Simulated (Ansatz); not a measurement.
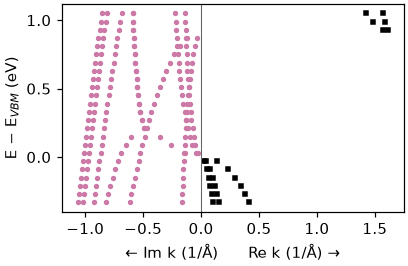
Figure: Complex bands at the centre of the two-dimensional zone; r2SCAN run with Ansatz (a program for electronic structure)

The gap is the functional's own, uncorrected, and κ follows it; spin-orbit coupling is left out. Mid-gap means the computed energy nearest the middle.

Problem. This is Si (Fd-3m, diamond, 2 atoms a cell, 20.2 Å³ an atom) along the normal of (110). Read off the slowest decay at the centre of the two-dimensional zone at 0.39 eV, the computed energy nearest the middle of the gap.

Solution. κ ≈ 0.10 1/Å, a decay length 1/(2κ) of the density of 5.1 Å.
